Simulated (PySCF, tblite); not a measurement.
# C3H8F4Si3: geometry, infrared bands and NMR shifts

Wanted: the infrared bands and NMR shifts of C3H8F4Si3 (`FC(F)C(F)(F)[Si@@H]1C[SiH2][SiH2]1`), by calculation.

Computed with tblite 0.8.0 and PySCF 2.14.0, with density-fitted response routines of our own, on a single molecule in the gas phase. Atoms count from 0, in the outputs and in this text.

### 1 Starting geometry

18 atoms, charge 0, multiplicity 1; geometry from: force field or distance geometry start.

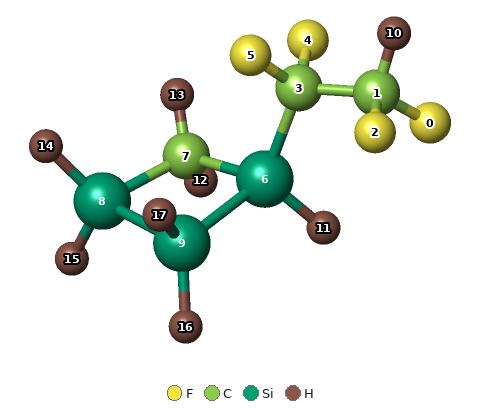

The starting geometry (fluorine yellow, carbon green, silicon teal, hydrogen brown), atoms numbered; sticks join atoms by distance.

### 2 Optimising the geometry with GFN2-xTB

What the job is given:

```
{"job": {"kind": "relax", "xc": "GFN2-xTB", "basis": "xTB"}, "charge": 0, "multiplicity": 1}
F     -3.010700    -1.564800     0.010700
C     -2.788900    -0.373600    -0.654100
F     -2.715200    -0.589300    -1.997300
C     -1.578600     0.376000    -0.153500
F     -1.843200     0.623200     1.214400
F     -1.462300     1.549300    -0.815800
Si    -0.020200    -0.654000    -0.132100
C      1.198000     0.190600     1.044500
Si     2.581000     0.697400    -0.104400
Si     1.426200    -0.319600    -1.746100
H     -3.676900     0.292400    -0.470200
H     -0.207300    -2.081800     0.166800
H      1.509900    -0.540500     1.816900
H      0.762200     1.079600     1.517000
H      2.696500     2.163400    -0.294100
H      3.815000     0.029700     0.305100
H      2.206700    -1.498500    -2.191100
H      1.099000     0.626600    -2.793100
```

The run is started by

```sh
$ OMP_NUM_THREADS=1 python probes_run.py task.json out
```

The driver reads the jobs from task.json and runs them one after another.

What it wrote:

```text
step      E/eV     max force
  0    -939.78518    2.972
  1    -940.07268    1.053
  2    -940.21447    0.768
  3    -940.32129    0.677
  4    -940.40997    0.648
  5    -940.45501    0.495
  6    -940.49241    0.391
  7    -940.52375    0.443
  8    -940.55677    0.448
  9    -940.58651    0.365
 10    -940.60882    0.346
 11    -940.62366    0.303
 12    -940.63321    0.248
 13    -940.63886    0.152
 14    -940.64188    0.124
 15    -940.64373    0.127
 16    -940.64543    0.114
 17    -940.64716    0.098
 18    -940.64878    0.094
 19    -940.65006    0.082
 20    -940.65092    0.066
 21    -940.65159    0.064
 22    -940.65234    0.061
 23    -940.65333    0.085
 24    -940.65455    0.085
 25    -940.65581    0.122
 26    -940.65698    0.121
 27    -940.65807    0.085
 28    -940.65914    0.115
 29    -940.66014    0.120
 30    -940.66110    0.097
 31    -940.66227    0.090
 32    -940.66383    0.095
 33    -940.66563    0.123
 34    -940.66734    0.110
 35    -940.66879    0.100
 36    -940.67021    0.128
 37    -940.67214    0.130
 38    -940.67448    0.135
 39    -940.67638    0.127
 40    -940.67763    0.129
 41    -940.67861    0.129
 42    -940.67956    0.108
 43    -940.68052    0.086
 44    -940.68132    0.070
 45    -940.68190    0.066
 46    -940.68241    0.081
 47    -940.68296    0.066
 48    -940.68351    0.073
 49    -940.68405    0.077
 50    -940.68460    0.072
 51    -940.68514    0.062
 52    -940.68556    0.036
 53    -940.68582    0.035
 54    -940.68601    0.040
 55    -940.68621    0.038
 56    -940.68646    0.044
 57    -940.68678    0.050
 58    -940.68716    0.055
 59    -940.68759    0.052
 60    -940.68801    0.059
 61    -940.68834    0.057
 62    -940.68857    0.035
 63    -940.68876    0.033
 64    -940.68895    0.029
 65    -940.68915    0.049
 66    -940.68937    0.053
 67    -940.68961    0.041
 68    -940.68985    0.047
 69    -940.69009    0.045
 70    -940.69032    0.044
 71    -940.69053    0.046
 72    -940.69077    0.037
 73    -940.69108    0.056
 74    -940.69147    0.066
 75    -940.69189    0.052
 76    -940.69222    0.033
 77    -940.69244    0.030
 78    -940.69263    0.032
 79    -940.69286    0.036
 80    -940.69316    0.036
 81    -940.69355    0.044
 82    -940.69400    0.052
 83    -940.69450    0.054
 84    -940.69502    0.054
 85    -940.69554    0.060
 86    -940.69610    0.053
 87    -940.69672    0.054
 88    -940.69735    0.053
 89    -940.69776    0.042
 90    -940.69808    0.051
 91    -940.69841    0.051
 92    -940.69886    0.052
 93    -940.69929    0.042
 94    -940.69957    0.032
 95    -940.69970    0.028
 96    -940.69984    0.029
 97    -940.70007    0.047
 98    -940.70045    0.061
 99    -940.70096    0.063
100    -940.70151    0.059
101    -940.70199    0.053
102    -940.70237    0.046
103    -940.70266    0.040
104    -940.70290    0.034
105    -940.70308    0.027
106    -940.70321    0.029
107    -940.70328    0.022
108    -940.70334    0.014
109    -940.70339    0.017
110    -940.70348    0.023
111    -940.70359    0.029
112    -940.70375    0.031
113    -940.70393    0.024
114    -940.70408    0.025
115    -940.70417    0.017
116    -940.70423    0.018
117    -940.70428    0.018
118    -940.70434    0.020
119    -940.70444    0.025
120    -940.70456    0.029
121    -940.70468    0.026
122    -940.70476    0.023
123    -940.70482    0.013
124    -940.70485    0.014
125    -940.70489    0.014
126    -940.70491    0.012
127    -940.70493    0.011
128    -940.70495    0.007
```

Run time: 2.5 s. Hardware: 1 thread of Arm Neoverse N1, shared host; peak memory 0.18 GiB.

Relaxation path: (not every step is listed)

| step | energy from step 0 (eV) | largest force (eV/Å) |
| --- | --- | --- |
| 0 | 0.0000 | 2.9720 |
| 1 | -0.2875 | 1.0535 |
| 2 | -0.4293 | 0.7679 |
| 3 | -0.5361 | 0.6771 |
| 4 | -0.6248 | 0.6483 |
| 5 | -0.6698 | 0.4947 |
| 6 | -0.7072 | 0.3906 |
| 7 | -0.7386 | 0.4425 |
| 8 | -0.7716 | 0.4482 |
| 19 | -0.8649 | 0.0821 |
| 30 | -0.8759 | 0.0966 |
| 41 | -0.8934 | 0.1288 |
| 52 | -0.9004 | 0.0361 |
| 63 | -0.9036 | 0.0335 |
| 74 | -0.9063 | 0.0657 |
| 85 | -0.9104 | 0.0597 |
| 96 | -0.9147 | 0.0291 |
| 107 | -0.9181 | 0.0220 |
| 118 | -0.9192 | 0.0196 |
| 123 | -0.9196 | 0.0129 |
| 124 | -0.9197 | 0.0144 |
| 125 | -0.9197 | 0.0144 |
| 126 | -0.9197 | 0.0117 |
| 127 | -0.9198 | 0.0112 |
| 128 | -0.9198 | 0.0073 |

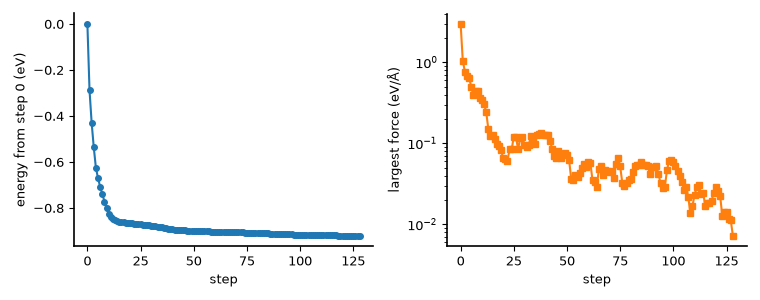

Energy and largest force along the relaxation.

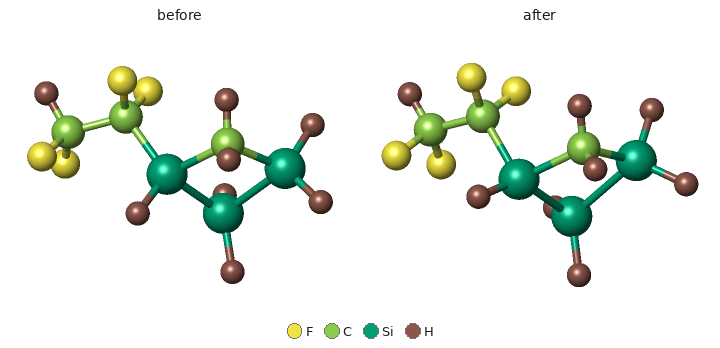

The geometry before (left) and after (right).

Close pairs (by a distance rule), those that changed most:

| bond | before (Å) | after (Å) | change (Å) |
| --- | --- | --- | --- |
| Si6–Si9 | 2.193 | 2.345 | +0.152 |
| Si8–Si9 | 2.250 | 2.363 | +0.113 |
| C3–Si6 | 1.868 | 1.953 | +0.085 |
| C7–Si8 | 1.868 | 1.938 | +0.070 |
| C3–F4 | 1.415 | 1.366 | -0.049 |
| Si6–C7 | 1.893 | 1.926 | +0.033 |
| F0–C1 | 1.382 | 1.350 | -0.032 |
| C1–H10 | 1.125 | 1.100 | -0.025 |

The end geometry stands in the next job.

### 3 Vibrational analysis with GFN2-xTB

What the job is given:

```
{"job": {"kind": "ir", "xc": "GFN2-xTB", "basis": "xTB"}, "charge": 0, "multiplicity": 1}
F     -3.070496    -1.383753    -0.391453
C     -2.652216    -0.177470    -0.831086
F     -2.226901    -0.365390    -2.102221
C     -1.486785     0.308321     0.022180
F     -1.976888     0.598794     1.263765
F     -1.092185     1.518882    -0.491753
Si     0.023169    -0.929387     0.077411
C      1.306798     0.028532     1.146714
Si     2.419261     0.874944    -0.195240
Si     1.326631    -0.456101    -1.814038
H     -3.510988     0.509604    -0.845448
H     -0.600739    -2.087428     0.730379
H      1.888393    -0.660038     1.757390
H      0.859727     0.732698     1.845629
H      2.210970     2.324807    -0.225512
H      3.846868     0.668392     0.083204
H      2.055359    -1.629227    -2.319997
H      0.671265     0.130139    -2.986339
```

What it wrote:

```text
mode    cm-1     km/mol
  1      23.5      0.38
  2      47.3      0.02
  3      57.4      2.65
  4      81.3      2.23
  5     118.1      2.31
  6     152.9      5.05
  7     176.3      0.73
  8     203.1      2.30
  9     296.7     31.92
 10     319.0      8.61
 11     322.5     35.58
 12     343.3      5.94
 13     374.8     17.05
 14     395.8      4.11
 15     419.6     29.49
 16     434.4      1.76
 17     463.0     73.99
 18     472.4     66.14
 19     488.0     23.03
 20     492.6      7.52
 21     554.3     33.80
 22     573.1    180.21
 23     594.4     18.05
 24     616.2    121.30
 25     639.5     73.19
 26     688.2    279.87
 27     697.9     63.58
 28     734.3    288.67
 29     787.9    237.39
 30     808.9    116.88
 31     958.7      2.08
 32    1000.3     75.28
 33    1048.9    113.52
 34    1056.1    155.95
 35    1098.0     46.69
 36    1106.1     46.01
 37    1132.8     36.44
 38    1248.8      9.36
 39    1270.0     42.34
 40    1466.1      4.13
 41    2170.4    176.64
 42    2192.8    383.10
 43    2207.3    201.28
 44    2223.6    350.19
 45    2234.5    360.24
 46    2919.4     32.55
 47    2993.2     25.14
 48    3007.5      4.17
```

Wall time 1.8 s (1 thread of Arm Neoverse N1, shared host); peak memory 0.18 GiB.

The strongest bands and the atoms that carry them (share of the mass-weighted mode):

| cm⁻¹ | km/mol | atoms |
| --- | --- | --- |
| 573 | 180.2 | H11 35 %, H16 12 %, H17 11 % |
| 688 | 279.9 | C7 36 %, H11 20 %, Si8 16 %, H13 13 % |
| 734 | 288.7 | C7 33 %, Si6 22 %, H11 15 % |
| 788 | 237.4 | H16 24 %, H15 23 %, H17 23 %, H14 23 % |
| 2193 | 383.1 | H15 85 % |
| 2207 | 201.3 | H11 83 %, H17 13 % |
| 2224 | 350.2 | H17 77 %, H11 12 % |
| 2234 | 360.2 | H14 90 % |

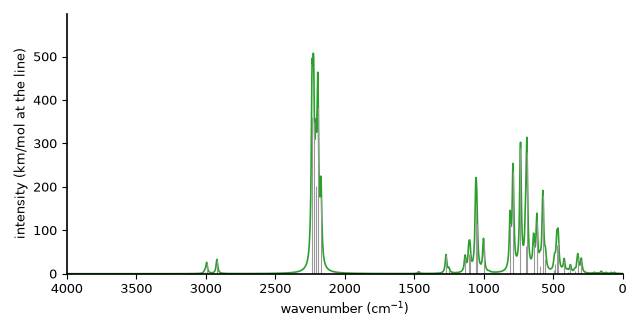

The infrared spectrum from these modes, unscaled. Lines are broadened to a width of 14 cm⁻¹ (Lorentzian).

### 4 Nuclear shieldings: PBE0/pcSseg-1

The job, as its differences from that of step 3:

```diff
@@ -1,2 +1,2 @@
-{"job": {"kind": "ir", "xc": "GFN2-xTB", "basis": "xTB"}, "charge": 0, "multiplicity": 1}
+{"job": {"kind": "nmr", "xc": "PBE0", "basis": "pcSseg-1"}, "charge": 0, "multiplicity": 1}
 F     -3.070496    -1.383753    -0.391453
```

Method: GIAO PBE0/pcSseg-1 NMR shielding, non-relativistic, gas phase.

What it wrote:

```text
coarse grid: 17440 points
cycle   1  E = -1385.7701558604  dE =  1.095e+00  |g| = 9.618e-01  |ddm| = 3.875e+00
cycle   2  E = -1385.5619795177  dE =  2.082e-01  |g| = 1.489e+00  |ddm| = 1.441e+00
cycle   3  E = -1385.9297322827  dE = -3.678e-01  |g| = 6.212e-02  |ddm| = 9.244e-01
cycle   4  E = -1385.9302463840  dE = -5.141e-04  |g| = 3.631e-02  |ddm| = 8.468e-02
cycle   5  E = -1385.9305170757  dE = -2.707e-04  |g| = 9.503e-03  |ddm| = 3.779e-02
cycle   6  E = -1385.9305354835  dE = -1.841e-05  |g| = 2.080e-03  |ddm| = 1.202e-02
cycle   7  E = -1385.9305366994  dE = -1.216e-06  |g| = 3.997e-04  |ddm| = 3.392e-03
final grid: 158800 points
cycle   8  E = -1386.0130874525  dE = -4.887e-05  |g| = 7.985e-03  |ddm| = 2.826e-02
cycle   9  E = -1386.0130749750  dE =  1.248e-05  |g| = 1.171e-02  |ddm| = 1.442e-02
cycle  10  E = -1386.0131001691  dE = -2.519e-05  |g| = 6.371e-04  |ddm| = 8.339e-03
cycle  11  E = -1386.0131002270  dE = -5.794e-08  |g| = 2.338e-04  |ddm| = 6.532e-04
cycle  12  E = -1386.0131002360  dE = -8.915e-09  |g| = 7.341e-05  |ddm| = 2.383e-04
cycle  13  E = -1386.0131002371  dE = -1.180e-09  |g| = 2.481e-05  |ddm| = 1.029e-04
cycle  14  E = -1386.0131002373  dE = -1.432e-10  |g| = 2.177e-06  |ddm| = 2.473e-05
converged SCF energy = -1386.0131002373

GIAO shielding tensors (ppm)
atom      isotropic    diamagn.    paramagn.     s11        s22        s33       span
  0 F      317.499     472.308    -154.808    219.700    346.481    386.316    166.616
  1 C       66.528     241.081    -174.553     52.935     72.222     74.426     21.491
  2 F      312.877     474.546    -161.669    215.274    341.539    381.820    166.546
  3 C       54.782     247.485    -192.703     36.675     62.710     64.961     28.286
  4 F      313.542     475.119    -161.577    191.748    339.144    409.735    217.987
  5 F      313.205     477.697    -164.491    191.971    333.464    414.181    222.210
  6 Si     375.273     881.569    -506.296    338.925    353.122    433.771     94.846
  7 C      191.026     258.561     -67.535    171.065    196.557    205.457     34.392
  8 Si     405.571     879.704    -474.133    370.557    380.221    465.936     95.378
  9 Si     416.022     880.835    -464.813    332.037    419.424    496.606    164.569
 10 H       25.613      25.935      -0.322     23.366     24.337     29.135      5.769
 11 H       26.484      30.140      -3.656     22.372     25.659     31.422      9.050
 12 H       30.928      31.319      -0.391     26.086     28.246     38.453     12.367
 13 H       30.649      32.767      -2.118     25.647     28.271     38.028     12.381
 14 H       26.944      29.062      -2.118     23.888     25.202     31.742      7.853
 15 H       26.982      28.600      -1.618     23.430     24.501     33.016      9.586
 16 H       27.093      29.298      -2.206     24.225     24.869     32.184      7.959
 17 H       27.091      29.204      -2.113     23.146     25.985     32.142      8.996
```

It took 1.8 min on 1 thread of Arm Neoverse N1, shared host; peak memory 1 GiB.

The references, computed at this level on geometries of the same kind, shield at (ppm): 1H TMS 31.72, 13C TMS 186.9, 29Si TMS 349.2, 19F CFCl3 170.9. Their shielding less the atom's gives the shift. The references are single molecules in the gas phase, so shifts against H2O, NH3, PH3, H3PO4 or CFCl3 are not on the usual liquid scales and can be off by tens of ppm.

| atoms | environment | σ (ppm) | δ (ppm) | δ scaled to CDCl3 |
| --- | --- | --- | --- | --- |
| C3 | fully substituted sp3 carbon bonded to 2 F and Si | 54.8 | 132.1 | 127.1 |
| C1 | sp3 CH bonded to 2 F | 66.5 | 120.4 | 115.6 |
| C7 | sp3 CH2 bonded to 2 Si | 191.0 | -4.1 | -5.9 |
| H10 | hydrogen on an sp3 CH bonded to 2 F | 25.61 | 6.10 | 5.86 |
| H11 | hydrogen on a silicon bonded to 2 C, Si, in a 4-membered ring | 26.48 | 5.23 | – |
| H14 | hydrogen on a silicon bonded to C, Si, in a 4-membered ring | 26.94 | 4.77 | – |
| H15 | hydrogen on a silicon bonded to C, Si, in a 4-membered ring | 26.98 | 4.73 | – |
| H17 | hydrogen on a silicon bonded to 2 Si, in a 4-membered ring | 27.09 | 4.63 | – |
| H16 | hydrogen on a silicon bonded to 2 Si, in a 4-membered ring | 27.09 | 4.62 | – |
| H13 | hydrogen on an sp3 CH2 bonded to 2 Si | 30.65 | 1.07 | 1.11 |
| H12 | hydrogen on an sp3 CH2 bonded to 2 Si | 30.93 | 0.79 | 0.85 |
| F2 | fluorine of a CF2 group | 312.9 | -141.9 | – |
| F5 | fluorine of a CF2 group | 313.2 | -142.3 | – |
| F4 | fluorine of a CF2 group | 313.5 | -142.6 | – |
| F0 | fluorine of a CF2 group | 317.5 | -146.6 | – |
| Si6 | silicon bonded to 2 C, Si, H, in a 4-membered ring | 375.3 | -26.1 | – |
| Si8 | silicon bonded to C, Si, 2 H, in a 4-membered ring | 405.6 | -56.4 | – |
| Si9 | silicon bonded to 2 Si, 2 H, in a 4-membered ring | 416.0 | -66.9 | – |

The scaled column applies a straight-line fit of computed shieldings to shifts measured in CDCl3, and one for carbons that bear F (root-mean-square error 0.16 ppm for H, 1.9 ppm for C).

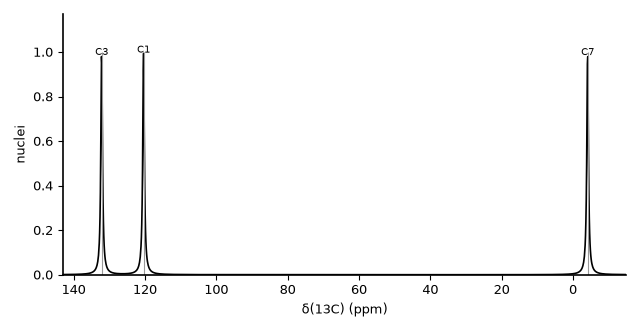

13C lines at the computed shifts, without couplings. Lines are broadened to a width of 0.54 ppm (Lorentzian).

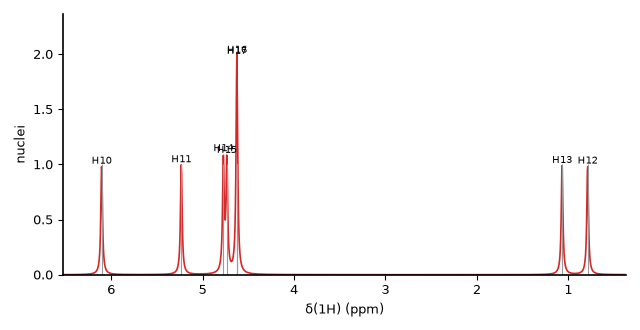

1H lines at the computed shifts, without couplings. Lines are broadened to a width of 0.02 ppm (Lorentzian).

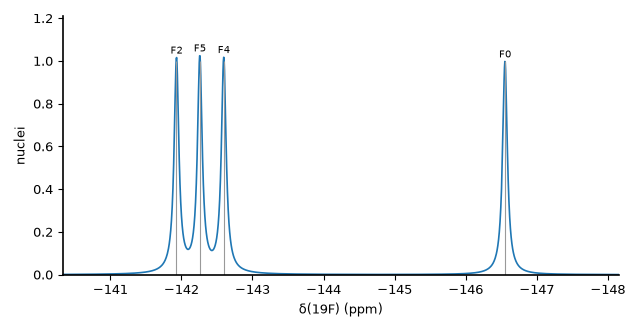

19F lines at the computed shifts, without couplings. Lines are broadened to a width of 0.08 ppm (Lorentzian).

Charges from the same density, by scheme (e):

| atoms | Mulliken | IAO | Hirshfeld | ESP fit |
| --- | --- | --- | --- | --- |
| F0 | -0.29 | -0.29 | -0.09 | -0.18 |
| C1 | 0.52 | 0.42 | 0.12 | 0.17 |
| F2 | -0.29 | -0.29 | -0.09 | -0.18 |
| C3 | 0.24 | 0.30 | 0.08 | 0.21 |
| F4 | -0.29 | -0.29 | -0.10 | -0.18 |
| F5 | -0.31 | -0.30 | -0.09 | -0.19 |
| Si6 | 0.42 | 0.56 | 0.24 | 0.32 |
| C7 | -0.84 | -0.80 | -0.25 | -0.50 |
| Si8 | 0.42 | 0.47 | 0.25 | 0.30 |
| Si9 | 0.08 | 0.16 | 0.15 | 0.03 |

IAO charges:

F0 -0.29; C1 0.42; F2 -0.29; C3 0.30; F4 -0.29; F5 -0.30; Si6 0.56; C7 -0.80; Si8 0.47; Si9 0.16; H10 0.16; H11 -0.08; H12 0.16; H13 0.17; H14 -0.09; H15 -0.10; H16 -0.08; H17 -0.07

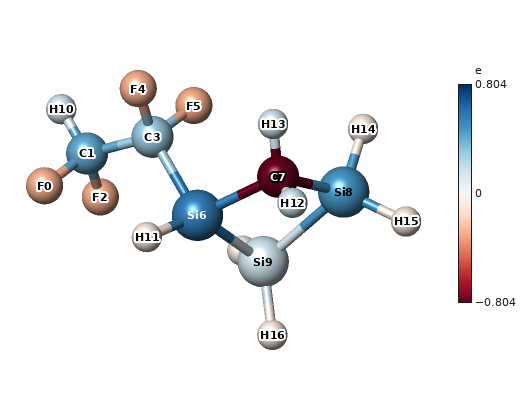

IAO charges, as colours on the atoms.

Mayer bond orders: F0–C1 0.95, C1–F2 0.95, C1–C3 0.95, C3–F4 0.91, C3–F5 0.87, C3–Si6 0.74, Si6–C7 0.91, C7–Si8 0.89, Si8–Si9 0.87, Si9–Si6 0.88.

Ring of atoms Si6, C7, Si8, Si9: NICS(0) 1.0, NICS(1) -0.8, NICS(1)zz 4.6 ppm (means of both faces).

Orbitals, density, ELF and potential are computed afterwards from the orbital file.

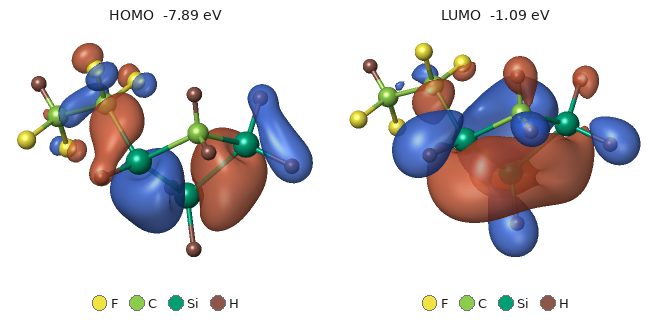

PBE0/pcSseg-1 orbitals near the gap, drawn at the value that encloses 70 % of each; the two colours are the two signs.

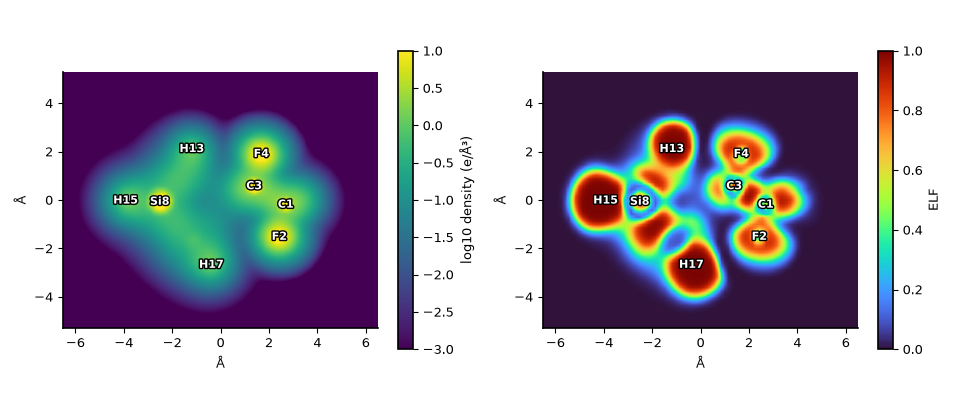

Density (left) and ELF (right) in a plane through or near 8 of the atoms.

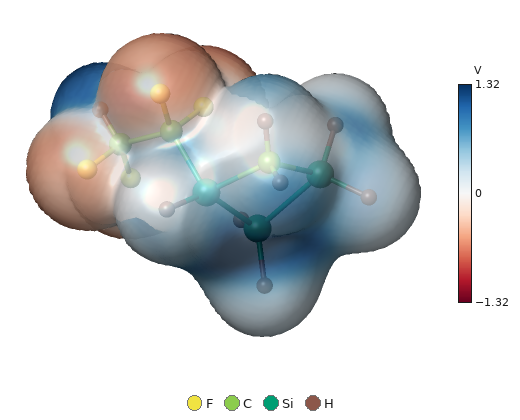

The potential that a unit positive charge feels on the 0.002 e/bohr³ surface, from the 1st to the 99th percentile, from -0.62 V near F5 to 1.32 V near H10.

### 5 Summary of results

```
                                 quantity                                               value
strongest single infrared mode (GFN2-xTB)                               2193 cm⁻¹, 383 km/mol
             zero-point energy (GFN2-xTB)                                       62.5 kcal/mol
   13C shifts against TMS (PBE0/pcSseg-1)                              132.1, 120.4, -4.1 ppm
    1H shifts against TMS (PBE0/pcSseg-1)  6.10, 5.23, 4.77, 4.73, 4.63, 4.62, 1.07, 0.79 ppm
 19F shifts against CFCl3 (PBE0/pcSseg-1)                  -141.9, -142.3, -142.6, -146.6 ppm
  29Si shifts against TMS (PBE0/pcSseg-1)                             -26.1, -56.4, -66.9 ppm
    surface potential, 1st and 99th percentile                                  -0.62 V and 1.32 V
```

In words: The optimisation took 128 steps and gained 0.920 eV; among the close pairs (by a distance rule), Si6–Si9 changed most, from 2.193 to 2.345 Å. No mode is imaginary among the 48: a minimum at this level. The strongest single mode, at 2193 cm⁻¹, moves mainly H15. Unscaled tight-binding wavenumbers are off by several per cent, some by more. Its intensities can rank the bands wrongly. H10 (hydrogen on an sp3 CH bonded to 2 F) lies farthest downfield among hydrogen, at 6.10 ppm; its carbon carries F, an electronegative neighbour. At PBE0/pcSseg-1, counted by nearest atom on the grid, the HOMO lies on Si9 28 %; Si6, Si8 about 18 % each, the LUMO on Si6, Si9 about 19 % each; H11, H17 about 10 % each.
